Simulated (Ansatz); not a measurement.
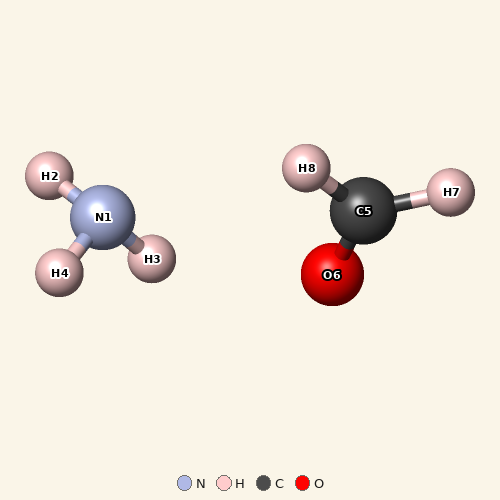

The system is the pair H₃N···CH₂O; the picture shows the reference structure. First axis: separation of C5 and N1 along their line in the relaxed pair. Second axis: sideways slip of N1, H2, H3, H4. Nothing is relaxed (both partners rigid). The scan uses an 11 × 11 grid. Points are written as (first, second). Energies are in kJ/mol, from the two partners far apart, frozen as in the relaxed pair, each in its own basis (no counterpoise correction). Level of theory: RKS PBE0-D4/def2-TZVPD in Ansatz 0.2.0.

Its coordinates:

```xyz
8

N     0.1586   -0.0200   -1.5475
H     0.2609   -0.8550   -2.1117
H    -0.6151   -0.1814   -0.9091
H    -0.1214    0.7240   -2.1753
C     0.0912    0.0861    1.6889
O    -1.0234   -0.1960    1.3454
H     0.3540    0.1879    2.7602
H     0.8951    0.2543    0.9491
```

Range: separation of C5 and N1 along their line in the relaxed pair from 2.721 to 4.721 Å; sideways slip of N1, H2, H3, H4 from −2.20 to 2.20 Å.

Question: What landscape does the calculation give?

Answer: The lowest grid point is at (3.275 Å, 0.00 Å), −16.5 kJ/mol from the two partners far apart, frozen as in the relaxed pair, each in its own basis (no counterpoise correction). It is the only kind of minimum in the scanned range. The highest grid point, (2.721 Å, 1.32 Å), lies 50.6 kJ/mol above the lowest. Round the minimum the two coordinates are weakly coupled (coupling −0.10 in units of the two stiffnesses).

```
second ↓, first →  2.721  2.800  2.931  3.091  3.275  3.478  3.699  3.934  4.184  4.446  4.721
             2.20   23.5   18.4   12.1    7.1    3.6    1.4    0.2   −0.4   −0.7   −0.7   −0.7
             1.76   31.0   22.8   13.1    5.8    1.2   −1.3   −2.3   −2.6   −2.4   −2.1   −1.7
             1.32   34.2   23.2   10.7    1.9   −3.1   −5.2   −5.7   −5.2   −4.4   −3.6   −2.9
             0.88   28.6   16.6    3.6   −4.9   −8.9   −9.9   −9.3   −7.9   −6.4   −5.1   −4.0
             0.44   15.1    4.8   −5.8  −12.1  −14.3  −13.8  −12.1   −9.9   −7.9   −6.1   −4.7
             0.00    4.6   −3.3  −11.3  −15.6  −16.5  −15.2  −13.0  −10.6   −8.4   −6.5   −5.0
            −0.44    7.7   −0.1   −8.2  −12.8  −14.2  −13.5  −11.8   −9.7   −7.8   −6.2   −4.8
            −0.88   20.2   10.9    0.7   −5.9   −9.1   −9.7   −9.1   −7.9   −6.5   −5.3   −4.2
            −1.32   29.1   19.3    8.1    0.3   −4.1   −5.9   −6.2   −5.7   −5.0   −4.2   −3.4
            −1.76   25.8   18.1    9.2    2.7   −1.3   −3.2   −3.8   −3.8   −3.5   −3.0   −2.6
            −2.20   14.7   10.7    5.8    2.0   −0.5   −1.8   −2.3   −2.4   −2.3   −2.1   −1.9
```

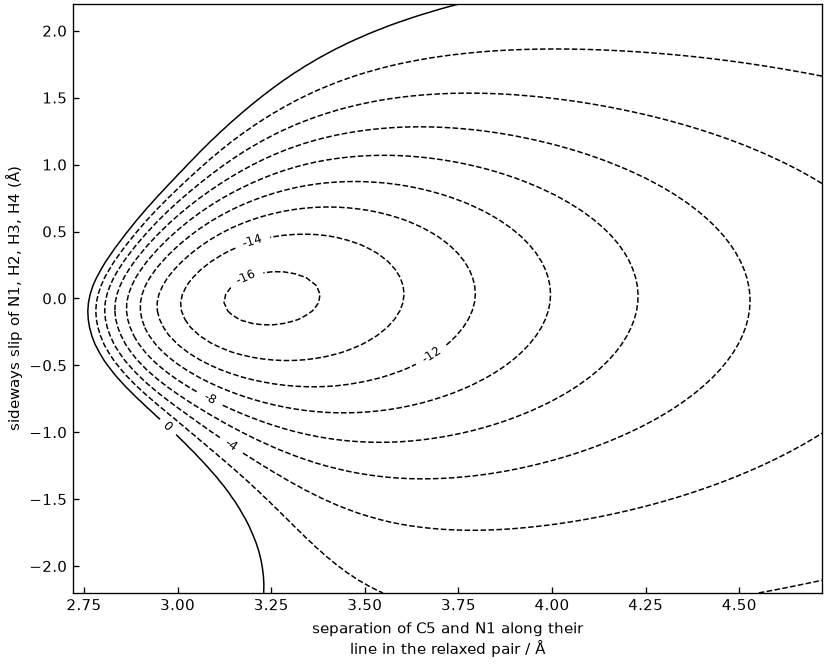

Drawn: contour lines labelled in kJ/mol (none above 0). Between grid points the surface is interpolated.

Time for the 121 points that were run: 9.9 min on 1 thread of Arm Neoverse V2 (shared host).
